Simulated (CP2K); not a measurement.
**SnNH4Cl (SMILES [NH2][SnH2][Cl]): GFN2-xTB**

Aim: the energy change on altering one bond length of SnNH4Cl at GFN2-xTB, from 2 runs. 

The calculation is run with CP2K 2026.2.

3 further runs of the same task are left out: 2 that didn't finish, 1 set aside as unsound or not needed.

## 1. The molecule

SnNH4Cl: 7 atoms, total charge 0, spin state singlet. SMILES: `[NH2][SnH2][Cl]`. The coordinates come from a PBE0-D4/def2-TZVP relaxation. This is one conformer, not always the lowest.

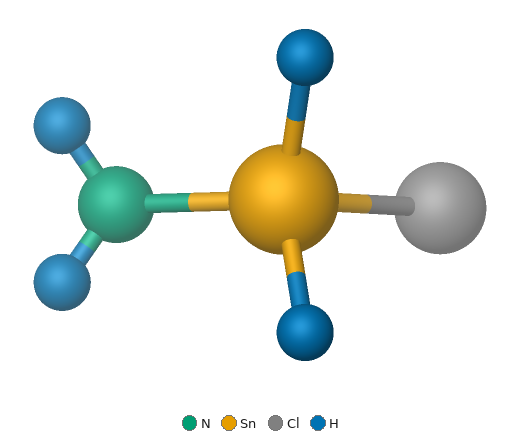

Viewed from a chosen angle; nitrogen teal, tin amber, chlorine grey, hydrogen blue.

## 2. The energy at GFN2-xTB

File run.inp:

```
&GLOBAL
    PROJECT_NAME run
    RUN_TYPE ENERGY
    PRINT_LEVEL MEDIUM
&END GLOBAL

&FORCE_EVAL
    METHOD QS
    &DFT
        # Quickstep
        &QS
            METHOD XTB
            EPS_DEFAULT 1.0E-10
            &XTB
                GFN_TYPE TBLITE
                &TBLITE
                    METHOD GFN2
                &END TBLITE
                CHECK_ATOMIC_CHARGES F
            &END XTB
        &END QS
        &POISSON
            PERIODIC NONE
            POISSON_SOLVER ANALYTIC
        &END POISSON
        # SCF settings
        &SCF
            SCF_GUESS ATOMIC
            EPS_SCF 1.0E-07
            MAX_SCF 150
            ADDED_MOS 4
            &DIAGONALIZATION
                ALGORITHM STANDARD
            &END DIAGONALIZATION
            &MIXING
                METHOD DIRECT_P_MIXING
                ALPHA 0.4
            &END MIXING
            &SMEAR ON
                METHOD FERMI_DIRAC
                ELECTRONIC_TEMPERATURE [K] 300
            &END SMEAR
        &END SCF
        &PRINT
            &MOMENTS
                PERIODIC F
                REFERENCE COM
                MAX_MOMENT 1
            &END MOMENTS
            &MO ON
                ENERGIES T
                OCCUPATION_NUMBERS T
                NDIGITS 6
                &EACH
                    QS_SCF 0
                &END EACH
                ADD_LAST NUMERIC
            &END MO
            &HIRSHFELD OFF
            &END HIRSHFELD
        &END PRINT
    &END DFT
    &SUBSYS
        # vacuum box
        &CELL
            ABC 15.8 15.1 15.6
            PERIODIC NONE
        &END CELL
        &COORD
            SCALED T
            N    0.43181962   0.53697020   0.44608974
            Sn   0.52897785   0.54104305   0.52841667
            Cl   0.54695886   0.39700993   0.57982051
            H    0.37924367   0.57045364   0.46331410
            H    0.44551582   0.54924172   0.38405128
            H    0.50432595   0.60299007   0.61594872
            H    0.62075633   0.56590397   0.47682692
        &END COORD
    &END SUBSYS
&END FORCE_EVAL
```

Launch:

```sh
$ OMP_NUM_THREADS=1 cp2k.psmp -i run.inp -o run.out
```

Standard output:

```text
CP2K| version string:                                       CP2K version 2026.2
[...]
 GLOBAL| Method name                                                        CP2K
[...]
 GLOBAL| Run type                                                         ENERGY
[...]
                             - Atoms:                                          7
[...]
                             - Spherical basis functions:                     26
[...]
 Number of electrons:                                                         20
[...]
  *** SCF run converged in    29 steps ***
[...]
  Fermi energy:                                                -0.27766715678550
[...]
 TB_DIPOLE| Moment [Debye]         -0.31724695       2.94399047      -1.02914694
 TB_DIPOLE| Derivative [a.u.]       0.00000000       0.00000000       0.00000000
[...]
 ENERGY| Total FORCE_EVAL ( QS ) energy [hartree]            -11.610233661357045
[...]
```

It took 0.26 s on 1 thread of Arm Neoverse V2, shared host.

## 3. The distorted shape

File molecule.inp:

```
&GLOBAL
 PROJECT_NAME molecule
 RUN_TYPE ENERGY
 PRINT_LEVEL MEDIUM
&END

&FORCE_EVAL
 METHOD QUICKSTEP
 &DFT
  &QS
   METHOD XTB
   EPS_DEFAULT 1.0E-10
   &XTB
    GFN_TYPE TBLITE
    &TBLITE
     METHOD GFN2
    &END
    CHECK_ATOMIC_CHARGES F
   &END
  &END
  &POISSON
   PERIODIC NONE
   POISSON_SOLVER ANALYTIC
  &END
  &SCF
   SCF_GUESS ATOMIC
   EPS_SCF 1.0E-07
   MAX_SCF 150
   ADDED_MOS 4
   &DIAGONALIZATION
    ALGORITHM STANDARD
   &END
   &MIXING
    METHOD DIRECT_P_MIXING
    ALPHA 0.4
   &END
   &SMEAR ON
    METHOD FERMI_DIRAC
    ELECTRONIC_TEMPERATURE [K] 300
   &END
  &END
  &PRINT
   &MOMENTS
    PERIODIC F
    REFERENCE COM
    MAX_MOMENT 1
   &END
   &MO ON
    ENERGIES T
    OCCUPATION_NUMBERS T
    NDIGITS 6
    &EACH
     QS_SCF 0
    &END
    ADD_LAST NUMERIC
   &END
   &HIRSHFELD OFF
   &END
  &END
 &END
 &SUBSYS
  &CELL
   ABC 16.1 15.1 15.6
   PERIODIC NONE
  &END
  &COORD
   SCALED T
   N    0.44083003   0.53697020   0.44608974
   Sn   0.53617786   0.54104305   0.52841667
   Cl   0.55382382   0.39700993   0.57982051
   H    0.37375382   0.58049934   0.46848179
   H    0.45427102   0.54924172   0.38405128
   H    0.51198531   0.60299007   0.61594872
   H    0.62624618   0.56590397   0.47682692
  &END
 &END
&END
```

Launch:

```sh
$ OMP_NUM_THREADS=1 cp2k.psmp -i molecule.inp -o molecule.out
```

Standard output:

```text
CP2K| version string:                                       CP2K version 2026.2
[...]
 GLOBAL| Method name                                                        CP2K
[...]
 GLOBAL| Run type                                                         ENERGY
[...]
                             - Atoms:                                          7
[...]
                             - Spherical basis functions:                     26
[...]
 Number of electrons:                                                         20
[...]
  *** SCF run converged in    28 steps ***
[...]
  Fermi energy:                                                -0.28081766106773
[...]
 TB_DIPOLE| Moment [Debye]         -0.55361365       3.04012872      -1.20865138
 TB_DIPOLE| Derivative [a.u.]       0.00000000       0.00000000       0.00000000
[...]
 ENERGY| Total FORCE_EVAL ( QS ) energy [hartree]            -11.574461223514247
[...]
```

Wall time 0.26 s (1 thread of Arm Neoverse V2, shared host).

## 4. Summary of results

Level: GFN2-xTB.

| quantity | value |
| --- | --- |
| first shape: total energy | -11.61023 Eh |
| first shape: dipole moment (from atomic charges alone) | 3.13 D |
| first shape: HOMO energy | -10.85 eV |
| first shape: LUMO energy | -6.66 eV |
| first shape: HOMO–LUMO gap | 4.19 eV |
| first shape: dispersion energy | -9.62 kJ/mol |
| distorted shape: total energy | -11.57446 Eh |
| distorted shape: dipole moment (from atomic charges alone) | 3.32 D |
| distorted shape: HOMO energy | -10.80 eV |
| distorted shape: LUMO energy | -6.75 eV |
| distorted shape: HOMO–LUMO gap | 4.05 eV |
| distorted shape: dispersion energy | -9.73 kJ/mol |
| energy change with the N1–H4 bond stretched from 1.009 to 1.312 Å | 0.973 eV |

With the N1–H4 bond stretched from 1.009 to 1.312 Å the energy rises by 0.97 eV (22.4 kcal/mol). The first shape isn't relaxed at this level, so the change isn't measured from a minimum. The dipole (first shape) comes from point charges on the atoms alone, without atomic dipoles, so it is partial. The dipole (distorted shape) comes from point charges on the atoms alone, without atomic dipoles, so it is partial.
